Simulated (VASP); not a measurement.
Band structure of SrO (rock salt). Calculation: LDA (Ceperley-Alder, Perdew-Zunger) with spin-orbit coupling, VASP's LDA PAW potentials (set 64) (plane waves; VASP).

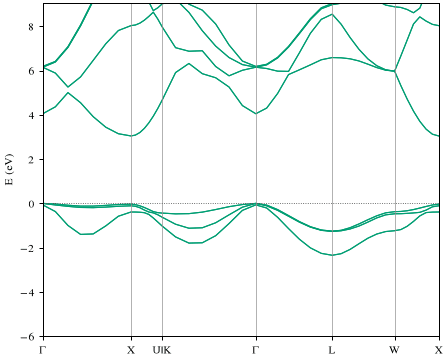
Figure: Bands along high-symmetry lines, zero at the valence-band maximum or, without a gap, the Fermi level

Task: Read the plot: is there a gap, and where are the band edges?

Result: The gap is indirect, 3.04 eV, from the valence maximum at Γ to the conduction minimum at X.

The compound is SrO in the rock salt structure. It was relaxed first.
